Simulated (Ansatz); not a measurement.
# SiH₂ (triplet): one geometry, many settings at angle H2–Si1–H3 = 121.6°

Aim: run SiH₂ (triplet) at one geometry under a spread of methods and options, and see what each costs and gives.

The runs use Ansatz 0.2.0, Gaussian basis; the settings change from run to run.

10 further runs of the same task are left out: 1 for a mislabelled method, 5 that didn't finish, 4 set aside as unsound or not needed.

## 1. The system

The geometry derives from a PBE0/def2-TZVP stationary point (not a proven minimum). One angle is set to the value named; bond lengths are kept.

3 atoms, charge 0, spin multiplicity 3.

Atoms are counted from 1 here; the program's logs count them from 0.

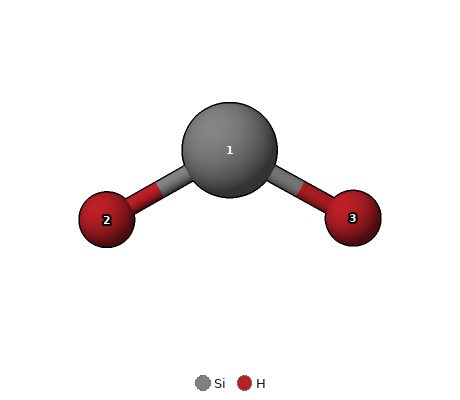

The geometry (silicon grey, hydrogen red); atoms are numbered from 1 in the order of the file.

Geometry (Å):

```xyz
3

Si    0.0000   -0.0486    0.0000
H     0.0000    0.6764   -1.2972
H     0.0000    0.6764    1.2972
```

## 2. FCI states/6-31G

in.yaml

```yaml
crystal:
  periodic: [false, false, false]
  atoms:
    - {symbol: Si, position_ang: [0.000000, -0.048551, 0.000000]}
    - {symbol: H, position_ang: [0.000000, 0.676422, -1.297186]}
    - {symbol: H, position_ang: [0.000000, 0.676421, 1.297186]}
basis:
  gaussian: {orbitals: 6-31G}
magnetization: {spin_polarized: false, initial_magnetization: 2}
correlation: {active_space: {window: {electrons: 6, orbitals: 12}, states: [{multiplicity: 3, weights: [1, 1, 1]}], fixed_orbitals: true}}
```

Launch:

```bash
ansatz run in.yaml --threads 1 --pin off --events-out ev --progress --plain --max-ram 2393MiB
```

Standard output:

```text
Functional definition: HF
  name "HF"
  cite "Fock, Z. Phys. 61, 126 (1930) doi:10.1007/BF01340294"
  parent pbe
  exchange = exact_x
  correlation = 0
344 factors; integrals over basis functions are off by at most 3.2e-8 eV
mean field evaluation 1: about -7889.8410 eV, gradient 6.6e0 eV
mean field evaluation 2: about -7889.8418 eV, gradient 6.6e0 eV
mean field evaluation 4: about -7890.3555 eV, gradient 3.5e-1 eV
mean field evaluation 8: about -7890.3577 eV, gradient 2.4e-4 eV
mean field -7890.35773339 eV, -289.9652984255 hartree, gradient 1.9e-6 eV, S^2 2.000000; 0 other end points of the search recorded, 0 dependent functions left out
reference -7890.35773339 eV, -289.9652984255 hartree; 9, 7 occupied and 8, 10 virtual orbitals, 344 factors
state -7891.78118307 eV, -290.0176092364 hartree
state -7886.34090363 eV, -289.8176826545 hartree
state -7886.32480003 eV, -289.8170908582 hartree
Total energy: -7888.14896224 eV, -289.8841275830 hartree
```

Run time: 1.1 s. Hardware: 1 thread of Arm Neoverse V1, shared host.

## 3. HF/aug-cc-pVDZ

in.yaml

```yaml
crystal:
  periodic: [false, false, false]
  atoms:
    - {symbol: Si, position_ang: [0.000000, -0.048551, 0.000000]}
    - {symbol: H, position_ang: [0.000000, 0.676422, -1.297186]}
    - {symbol: H, position_ang: [0.000000, 0.676421, 1.297186]}
basis:
  gaussian: {orbitals: aug-cc-pVDZ}
magnetization: {spin_polarized: true, initial_magnetization: 2}
hamiltonian: {xc: hf}
scf: {lower_state_search: full}
output: {orbitals: {seedname: orbitals}}
```

Launched as before.

Standard output:

```text
Functional definition: HF
  name "HF"
  cite "Fock, Z. Phys. 61, 126 (1930) doi:10.1007/BF01340294"
  parent pbe
  exchange = exact_x
  correlation = 0
446 factors; integrals over basis functions are off by at most 7.9e-4 eV
mean field evaluation 1: about -7890.8877 eV, gradient 6.4e0 eV
mean field evaluation 2: about -7890.8876 eV, gradient 6.4e0 eV
mean field evaluation 4: about -7891.6177 eV, gradient 7.0e-1 eV
mean field evaluation 8: about -7891.6325 eV, gradient 6.5e-4 eV
mean field evaluation 16: about -7891.1744 eV, gradient 4.3e0 eV
mean field evaluation 32: about -7891.6322 eV, gradient 1.1e-1 eV
mean field -7891.63252955 eV, -290.0121463202 hartree, gradient 2.1e-5 eV, S^2 2.006299; 2 other end points of the search recorded, 0 dependent functions left out
reference -7891.63252955 eV, -290.0121463202 hartree; 9, 7 occupied and 36, 38 virtual orbitals, 446 factors
Total energy: -7891.63252955 eV, -290.0121463202 hartree
```

Wall time 0.36 s (1 thread of Arm Neoverse V1, shared host).

From the report: ⟨S²⟩ of the determinant 2.006 (pure triplet: 2.00).

## 4. MP2 on ROHF/def2-SVPD

in.yaml

```yaml
crystal:
  periodic: [false, false, false]
  atoms:
    - {symbol: Si, position_ang: [0.000000, -0.048551, 0.000000]}
    - {symbol: H, position_ang: [0.000000, 0.676422, -1.297186]}
    - {symbol: H, position_ang: [0.000000, 0.676421, 1.297186]}
basis:
  gaussian: {orbitals: def2-SVPD}
magnetization: {spin_polarized: false, initial_magnetization: 2}
hamiltonian: {pseudopotentials: {relativity: scalar}}
correlation: {method: mp2, electrons: outside_noble_gas}
accuracy: high
output: {forces: true}
```

The command is unchanged.

Standard output, shortened:

```text
Functional definition: HF
  name "HF"
  cite "Fock, Z. Phys. 61, 126 (1930) doi:10.1007/BF01340294"
  parent pbe
[...]
691 factors; integrals over basis functions are off by at most 3.6e-9 eV
[...]
mean field -7903.90825037 eV, -290.4632707398 hartree, gradient 1.2e-8 eV, S^2 2.000000; 0 other end points of the search recorded, 0 dependent functions left out
[...]
5 core orbitals not correlated: weight in the atoms' cores, before any rotation towards them, 1.000 or more for the frozen orbitals, at most 0.000 for the correlated occupied ones
reference -7903.90825037 eV, -290.4632707398 hartree; 4, 2 occupied and 31, 33 virtual orbitals, 691 factors
second order -2.07205829 eV of doubles, -0.03090827 eV of singles
[...]
Total energy: -7906.01121693 eV, -290.5405533354 hartree
Relativity: scalar
Atom 0 at     0.000000    -0.048551     0.000000 Å, force     0.000000    -0.085002    -0.000000 eV/Å
Atom 1 at     0.000000     0.676422    -1.297186 Å, force     0.000000     0.042501     0.168602 eV/Å
Atom 2 at     0.000000     0.676421     1.297186 Å, force    -0.000000     0.042501    -0.168601 eV/Å
Dipole moment:     0.000000    -0.005319    -0.000000 e Å
```

Run time: 0.66 s. Hardware: 1 thread of Arm Neoverse V1, shared host.

## 5. NEVPT4(SD)(2,8)/cc-pVDZ

in.yaml

```yaml
crystal:
  periodic: [false, false, false]
  atoms:
    - {symbol: Si, position_ang: [0.000000, -0.048551, 0.000000]}
    - {symbol: H, position_ang: [0.000000, 0.676422, -1.297186]}
    - {symbol: H, position_ang: [0.000000, 0.676421, 1.297186]}
basis:
  gaussian: {orbitals: cc-pVDZ}
magnetization: {spin_polarized: false, initial_magnetization: 2}
correlation: {method: fic_nevpt4_sd, electrons: outside_noble_gas, active_space: {window: {electrons: 2, orbitals: 8}}}
```

Launched as before.

Standard output:

```text
Functional definition: HF
  name "HF"
  cite "Fock, Z. Phys. 61, 126 (1930) doi:10.1007/BF01340294"
  parent pbe
  exchange = exact_x
  correlation = 0
271 factors; integrals over basis functions are off by at most 1.2e-3 eV
mean field evaluation 1: about -7890.8909 eV, gradient 7.5e0 eV
mean field evaluation 2: about -7890.8920 eV, gradient 7.5e0 eV
mean field evaluation 4: about -7891.5558 eV, gradient 5.4e-1 eV
mean field evaluation 8: about -7891.5602 eV, gradient 3.8e-4 eV
mean field -7891.56023955 eV, -290.0094897120 hartree, gradient 1.0e-6 eV, S^2 2.000000; 0 other end points of the search recorded, 0 dependent functions left out
reference -7891.56023955 eV, -290.0094897120 hartree; 9, 7 occupied and 19, 21 virtual orbitals, 271 factors
state -7891.71500437 eV, -290.0151772141 hartree
state -7891.71500437 eV, -290.0151772141 hartree; corrected -7894.17308713 eV, -290.1055100894 hartree
Total energy: -7894.17308713 eV, -290.1055100894 hartree
```

Wall time 1.4 s (1 thread of Arm Neoverse V1, shared host).

From the report: 20 determinants; active occupations 0.99, 0.99, 0.00, 0.00, 0.00, 0.00, 0.00, 0.00.

## 6. HF/cc-pVDZ

in.yaml

```yaml
crystal:
  periodic: [false, false, false]
  atoms:
    - {symbol: Si, position_ang: [0.000000, -0.048551, 0.000000]}
    - {symbol: H, position_ang: [0.000000, 0.676422, -1.297186]}
    - {symbol: H, position_ang: [0.000000, 0.676421, 1.297186]}
basis:
  gaussian: {orbitals: cc-pVDZ}
magnetization: {spin_polarized: true, initial_magnetization: 2}
hamiltonian: {xc: hf}
scf: {lower_state_search: light}
output: {orbitals: {seedname: orbitals}}
```

The command is unchanged.

Standard output:

```text
Functional definition: HF
  name "HF"
  cite "Fock, Z. Phys. 61, 126 (1930) doi:10.1007/BF01340294"
  parent pbe
  exchange = exact_x
  correlation = 0
271 factors; integrals over basis functions are off by at most 1.2e-3 eV
mean field evaluation 1: about -7890.9456 eV, gradient 6.5e0 eV
mean field evaluation 2: about -7890.9470 eV, gradient 6.5e0 eV
mean field evaluation 4: about -7891.5967 eV, gradient 6.8e-1 eV
mean field evaluation 8: about -7891.6094 eV, gradient 2.9e-3 eV
mean field -7891.60944471 eV, -290.0112979680 hartree, gradient 9.8e-6 eV, S^2 2.005833; 0 other end points of the search recorded, 0 dependent functions left out
reference -7891.60944471 eV, -290.0112979680 hartree; 9, 7 occupied and 19, 21 virtual orbitals, 271 factors
Total energy: -7891.60944471 eV, -290.0112979680 hartree
```

Run time: 0.12 s. Hardware: 1 thread of Arm Neoverse V1, shared host.

From the report: ⟨S²⟩ of the determinant 2.006 (pure triplet: 2.00).

## 7. BCCD on UHF/def2-TZVP

in.yaml

```yaml
crystal:
  periodic: [false, false, false]
  atoms:
    - {symbol: Si, position_ang: [0.000000, -0.048551, 0.000000]}
    - {symbol: H, position_ang: [0.000000, 0.676422, -1.297186]}
    - {symbol: H, position_ang: [0.000000, 0.676421, 1.297186]}
basis:
  gaussian: {orbitals: def2-TZVP, point_charges: [{charge: -0.50, position_ang: [3.382, -0.529, 0.999]}]}
magnetization: {spin_polarized: true, initial_magnetization: 2}
hamiltonian: {pseudopotentials: {relativity: scalar}}
correlation: {method: bccd, electrons: outside_noble_gas}
```

The command is unchanged.

Standard output, shortened:

```text
Functional definition: HF
  name "HF"
  cite "Fock, Z. Phys. 61, 126 (1930) doi:10.1007/BF01340294"
  parent pbe
[...]
316 factors; integrals over basis functions are off by at most 1.0e-3 eV
[...]
mean field -7906.62068837 eV, -290.5629509976 hartree, gradient 3.2e-6 eV, S^2 2.006630; 0 other end points of the search recorded, 0 dependent functions left out
5 core orbitals not correlated: weight in the atoms' cores, before any rotation towards them, 1.000 or more for the frozen orbitals, at most 0.000 for the correlated occupied ones
reference -7906.62068837 eV, -290.5629509976 hartree; 4, 2 occupied and 40, 42 virtual orbitals, 316 factors
second order -2.27367398 eV of doubles, -0.00000000 eV of singles
cycle   1  -2.72077878 eV  change   -4.5e-1 eV  update   5.4e-2
[...]
cycle  10  -2.89667344 eV  change   -3.3e-6 eV  update   2.7e-6
Total energy: -7909.51736181 eV, -290.6694017832 hartree
Relativity: scalar
```

It took 0.69 s on 1 thread of Arm Neoverse V1, shared host.

From the report: ⟨S²⟩ of the determinant 2.007 (pure triplet: 2.00); correlation -2.8967 eV; largest double amplitude 0.04.

## 8. MP2 on ROHF/def2-SVP

in.yaml

```yaml
crystal:
  periodic: [false, false, false]
  atoms:
    - {symbol: Si, position_ang: [0.000000, -0.048551, 0.000000]}
    - {symbol: H, position_ang: [0.000000, 0.676422, -1.297186]}
    - {symbol: H, position_ang: [0.000000, 0.676421, 1.297186]}
basis:
  gaussian: {orbitals: def2-SVP}
magnetization: {spin_polarized: false, initial_magnetization: 2}
correlation: {method: mp2, electrons: valence}
```

Same command.

Standard output:

```text
Functional definition: HF
  name "HF"
  cite "Fock, Z. Phys. 61, 126 (1930) doi:10.1007/BF01340294"
  parent pbe
  exchange = exact_x
  correlation = 0
272 factors; integrals over basis functions are off by at most 8.0e-4 eV
mean field evaluation 1: about -7888.4047 eV, gradient 7.6e0 eV
mean field evaluation 2: about -7888.4048 eV, gradient 7.6e0 eV
mean field evaluation 4: about -7889.0317 eV, gradient 5.0e-1 eV
mean field evaluation 8: about -7889.0353 eV, gradient 5.9e-6 eV
mean field -7889.03527324 eV, -289.9166989114 hartree, gradient 7.5e-6 eV, S^2 2.000000; 0 other end points of the search recorded, 0 dependent functions left out
mean field evaluation 16: about -7889.0838 eV, gradient 1.2e-1 eV
5 core orbitals not correlated: weight in the atoms' cores, before any rotation towards them, 1.000 or more for the frozen orbitals, at most 0.000 for the correlated occupied ones
reference -7889.03527324 eV, -289.9166989114 hartree; 4, 2 occupied and 19, 21 virtual orbitals, 272 factors
second order -1.96006169 eV of doubles, -0.03068439 eV of singles
Total energy: -7891.02601932 eV, -289.9898574803 hartree
```

It took 0.12 s on 1 thread of Arm Neoverse V1, shared host.

## 9. CASSCF(6,5)/cc-pVDZ

in.yaml: that of step 8 with these lines changed.

```diff
@@ -7,4 +7,6 @@
 basis:
-  gaussian: {orbitals: def2-SVP}
+  gaussian: {orbitals: cc-pVDZ}
 magnetization: {spin_polarized: false, initial_magnetization: 2}
-correlation: {method: mp2, electrons: valence}
+correlation: {active_space: {window: {electrons: 6, orbitals: 5}, states: [{multiplicity: 3, weights: [1, 1]}, {multiplicity: 5, weights: [1]}]}}
+scf: {lower_state_search: off}
+output: {forces: true}
```

Same command.

Standard output, shortened:

```text
Functional definition: HF
  name "HF"
  cite "Fock, Z. Phys. 61, 126 (1930) doi:10.1007/BF01340294"
  parent pbe
[...]
506 factors; integrals over basis functions are off by at most 1.7e-7 eV
[...]
mean field -7891.56026449 eV, -290.0094906283 hartree, gradient 1.0e-6 eV, S^2 2.000000; 0 other end points of the search recorded, 0 dependent functions left out
reference -7891.56026449 eV, -290.0094906283 hartree; 9, 7 occupied and 19, 21 virtual orbitals, 506 factors
state -7891.74687993 eV, -290.0163486192 hartree
state -7886.64064801 eV, -289.8286980573 hartree
state -7883.51888917 eV, -289.7139755360 hartree
[...]
Total energy: -7887.30213904 eV, -289.8530074042 hartree
Atom 0 at     0.000000    -0.048551     0.000000 Å, force    -0.000000     0.048537     0.000000 eV/Å
Atom 1 at     0.000000     0.676422    -1.297186 Å, force     0.000000    -0.024268    -2.901079 eV/Å
Atom 2 at     0.000000     0.676421     1.297186 Å, force    -0.000000    -0.024270     2.901079 eV/Å
Dipole moment:     0.000000    -0.133084    -0.000000 e Å
Checks for a lower state left out: stability, starts, cluster_reference, orbital_swaps, neighbouring_geometries, increment
```

It took 0.33 s on 1 thread of Arm Neoverse V1, shared host.

From the report: 100 determinants; active occupations (of the averaged states) 1.98, 1.66, 1.00, 0.69, 0.66.

## 10. CCSDT on ROHF/cc-pVDZ

in.yaml

```yaml
crystal:
  periodic: [false, false, false]
  atoms:
    - {symbol: Si, position_ang: [0.000000, -0.048551, 0.000000]}
    - {symbol: H, position_ang: [0.000000, 0.676422, -1.297186]}
    - {symbol: H, position_ang: [0.000000, 0.676421, 1.297186]}
basis:
  gaussian: {orbitals: cc-pVDZ}
magnetization: {spin_polarized: false, initial_magnetization: 2}
correlation: {method: ccsdt, electrons: outside_noble_gas}
accuracy: high
```

Launched as before.

Standard output, shortened:

```text
Functional definition: HF
  name "HF"
  cite "Fock, Z. Phys. 61, 126 (1930) doi:10.1007/BF01340294"
  parent pbe
[...]
546 factors; integrals over basis functions are off by at most 3.1e-9 eV
[...]
mean field -7891.56026450 eV, -290.0094906288 hartree, gradient 2.8e-8 eV, S^2 2.000000; 0 other end points of the search recorded, 0 dependent functions left out
5 core orbitals not correlated: weight in the atoms' cores, before any rotation towards them, 1.000 or more for the frozen orbitals, at most 0.000 for the correlated occupied ones
reference -7891.56026450 eV, -290.0094906288 hartree; 4, 2 occupied and 19, 21 virtual orbitals, 546 factors
second order -1.98657140 eV of doubles, -0.03110100 eV of singles
cycle   1  -2.44619405 eV  change   -4.3e-1 eV  update   5.4e-2
[...]
cycle  21  -2.68634776 eV  change   4.5e-10 eV  update  3.1e-10
Total energy: -7894.24661226 eV, -290.1082120880 hartree
```

Run time: 1.7 s. Hardware: 1 thread of Arm Neoverse V1, shared host.

From the report: correlation -2.6863 eV; T1 0.020; largest double amplitude 0.05.

## 11. The runs in one table

Where basis and cores are those of an earlier FCI/cc-pVDZ run (-7894.2478 eV), and the state is the same kind, the miss against it is given.

```tsv
level	correlated	functions	energy (eV)	from FCI (meV)	time
FCI states/6-31G (several states)	outside noble gas	17	-7888.1490		1.1 s
HF/aug-cc-pVDZ		45	-7891.6325		0.36 s
MP2 on ROHF/def2-SVPD (relativity set)	outside noble gas	40	-7906.0112		0.66 s
NEVPT4(SD)(2,8)/cc-pVDZ	outside noble gas	28	-7894.1731	74.7	1.4 s
HF/cc-pVDZ		28	-7891.6094	2638.4	0.12 s
BCCD on UHF/def2-TZVP (beside a point charge, relativity set)	outside noble gas	49	-7909.5174		0.69 s
MP2 on ROHF/def2-SVP	valence	28	-7891.0260		0.12 s
CASSCF(6,5)/cc-pVDZ (mean of several states)		28	-7887.3021		0.33 s
CCSDT on ROHF/cc-pVDZ	outside noble gas	28	-7894.2466	1.2	1.7 s
```

## 12. Outcome

```
quantity                         value
    runs                             9
quickest            HF/cc-pVDZ, 0.12 s
 slowest  CCSDT on ROHF/cc-pVDZ, 1.7 s
```

**Reading.** Total energies in different bases, with other cores or another treatment of relativity can't be set against each other. CCSDT on ROHF/cc-pVDZ took 14 times as long as HF/cc-pVDZ; the jobs differ in more than the method. Among the correlated runs with a miss given, it spans +1 to +75 meV. Hartree-Fock, CASSCF and CASCI lack dynamic correlation by design.
